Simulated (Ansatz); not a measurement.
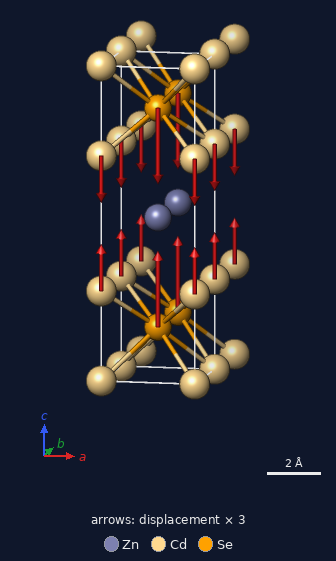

A relaxation of a crystal of ZnCd₃Se₂ (a generated structure, set up in P4/mmm). The starting structure is drawn; red arrows show the displacements (the part carried along by the change of the cell is left out), 3 times their true length.

The picture is a ball-and-stick view of the cell of the calculation, repeated 1 × 2 × 1 with one cell outlined, seen slightly off an axis.

All numbers below come from Ansatz, DFT PBE, scalar-relativistic, plane waves, PAW. Set-up: plane-wave cutoff 420 eV; k-point mesh 10 × 10 × 4; occupations gaussian; smearing width 0.1 eV; no spin polarisation; cell and atoms relaxed; force threshold 0.01 eV/Å; at most 80 steps.

### What did the optimiser do to the structure, and how much energy did it gain?

Over 14 accepted moves (16 points after the start) the energy falls by 279 meV per atom. The largest force component goes from 0.15 to 0.0034 eV/Å. Pressure: −3.88 GPa at the start and 0.02 GPa at the end. The line search rejected the trial step at point 13 of the run. At 1 point the geometry stayed and the basis and grid were re-selected for the new cell (energy shift of 0.1 meV per atom at most each time). The largest moves relative to the cell, 0.99 Å, are those of Se atoms. Largest moves by element: Se 0.99 Å, Cd 0.61 Å. Zn stays in place. The volume changes by −6.2 %, with a = b 3.664 → 3.991 Å (+8.9 %), c 12.248 → 9.679 Å (−21.0 %). Near-neighbour distances that change, for instance: Se–Zn 4.254 → 2.370 Å, Cd–Se 3.195 → 3.750 Å, Cd–Se 3.059 → 2.964 Å. New bonds form, among them: Se–Zn (4.25 → 2.37 Å). Bond angles that change, for instance: Se–Cd–Se 115.8° → 144.4°, Cd–Se–Cd 115.8° → 144.4°, Cd–Se–Cd 73.6° → 84.6°. The space group stays P4/mmm (No. 123).

Limits of the set-up: layers or molecules are held without a dispersion correction, so their spacing is unreliable.
